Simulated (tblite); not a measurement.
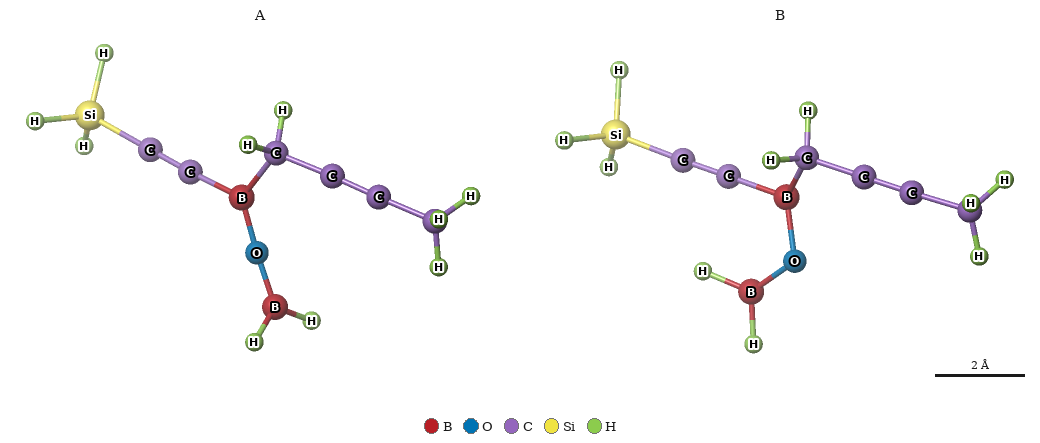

Two geometries of C6H10B2OSi, drawn at one scale. One is the start of a relaxation, the other its converged end. The picture is a ball-and-stick view, seen at a tilt.

Method: GFN2-xTB geometry optimisation, gas phase (tblite 0.8.0). 

Which one is relaxed?

Answer. Structure A is the relaxed one. The atom that moves furthest after the best rigid fit is an H atom (2.86 Å). Largest moves by element: H 2.86 Å, B 1.30 Å, C 0.52 Å, Si 0.49 Å, O 0.45 Å. Among the contacts that change: B–O 1.462 → 1.303 Å, B–O 1.448 → 1.295 Å, C–H 1.131 → 1.090 Å, B–C 1.580 → 1.618 Å. Among the angles between lasting bonds that change: B–O–B 111.1° → 176.1°, H–B–H 114.3° → 121.0°, O–B–C 115.2° → 121.6°. Over 132 geometry steps the energy falls by 1.715 eV.
